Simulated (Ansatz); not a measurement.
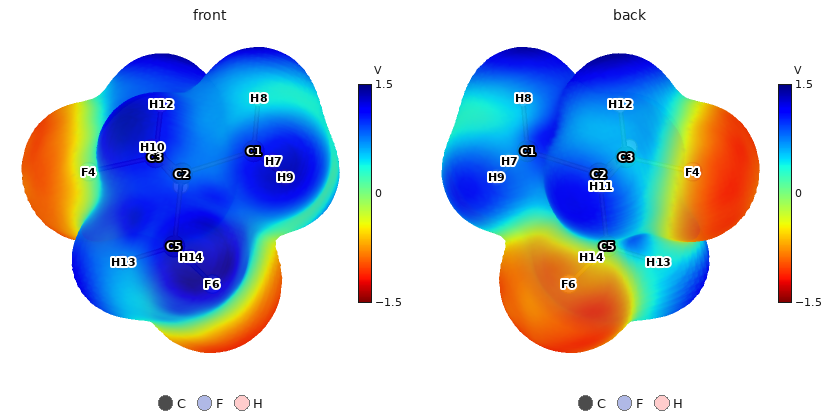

Figure 1: C₄H₈F₂ (SMILES CC(CF)CF). The molecular electrostatic potential painted on the density surface at 0.004 e/bohr³, seen from the front and from behind; the colour scale runs from red (negative) to blue (positive).

Geometry: PBE0-D4/def2-TZVP.

These are results of Ansatz, RKS PBE0-D4/def2-TZVPP, not measurements.

```yaml
atoms:
  - { symbol: C, position_ang: [-0.5415, -1.0449, -0.8796] }
  - { symbol: C, position_ang: [-0.2530, -0.1252, 0.2979] }
  - { symbol: C, position_ang: [1.1826, -0.2856, 0.7502] }
  - { symbol: F, position_ang: [1.4122, 0.4535, 1.8990] }
  - { symbol: C, position_ang: [-0.5685, 1.3201, -0.0221] }
  - { symbol: F, position_ang: [0.1818, 1.7481, -1.1077] }
  - { symbol: H, position_ang: [-1.5867, -0.9660, -1.1860] }
  - { symbol: H, position_ang: [-0.3458, -2.0885, -0.6234] }
  - { symbol: H, position_ang: [0.0777, -0.7831, -1.7401] }
  - { symbol: H, position_ang: [-0.8974, -0.4014, 1.1422] }
  - { symbol: H, position_ang: [1.8764, 0.0674, -0.0184] }
  - { symbol: H, position_ang: [1.4026, -1.3325, 0.9791] }
  - { symbol: H, position_ang: [-0.3291, 1.9708, 0.8224] }
  - { symbol: H, position_ang: [-1.6243, 1.4379, -0.2846] }
```

Where is the surface potential most negative and most positive?

The most negative region (about −1.1 V) lies over F4 and F6, the most positive (about +1.4 V) over the H atoms.
